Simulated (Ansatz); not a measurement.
The calculation's input:

```
crystal:
  periodic: [false, false, false]
  atoms:
    - {symbol: N, position_ang: [-0.060198, 1.030306, -0.052287]}
    - {symbol: Al, position_ang: [0.078081, -0.708395, 0.049241]}
    - {symbol: Cl, position_ang: [1.403943, -1.566664, 1.407072]}
    - {symbol: Br, position_ang: [-1.168974, -2.010925, -1.279060]}
    - {symbol: H, position_ang: [0.466841, 1.676676, 0.511361]}
    - {symbol: H, position_ang: [-0.677492, 1.514902, -0.682427]}
basis:
  gaussian: {orbitals: def2-TZVPP}
hamiltonian: {xc: pbe0, dispersion: d4}
output: {orbitals: {seedname: orbitals}}
```

Command:

```sh
ansatz run in.yaml --threads 2 --pin off --events-out ev --progress --plain --max-ram 32768MiB --backend cpu
```

Geometry: PBE0-D4/def2-TZVP.

All numbers below come from Ansatz 0.2.0, RKS PBE0-D4/def2-TZVPP.

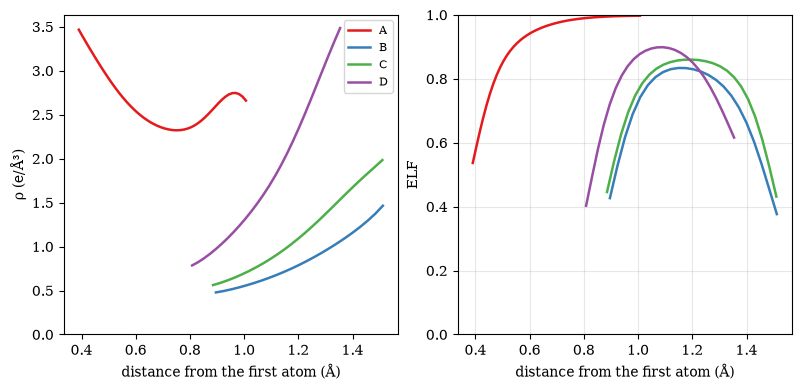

AlBrClH2N. Electron density and electron localisation function along straight lines between neighbouring atoms. The curves leave out the atomic cores.

Which curve belongs to which contact (Al–Br, Al–Cl, Al–N and N–H)? The first atom named is at distance zero.

Curve A: N–H (1.01 Å): ρ is about 2.9 e/Å³ halfway; the ELF climbs to about 1 towards the hydrogen, as it does in any bond to H: a covalent bond by its length. Curve B: Al–Br (2.24 Å): the density is about 0.68 e/Å³ at the midpoint; the ELF peaks at about 0.85 in the valence shell of Br, 1.1 Å from its nucleus, and is about 0.85 at the midpoint. Curve C: Al–Cl (2.08 Å): the density is about 0.76 e/Å³ at the midpoint; the ELF peaks at about 0.85 in the valence shell of Cl, 0.9 Å from its nucleus, and is about 0.80 at the midpoint. Curve D: Al–N (1.75 Å): ρ at the midpoint is about 0.92 e/Å³; the ELF peaks at about 0.90 in the valence shell of N, 0.7 Å from its nucleus, and is about 0.65 at the midpoint.
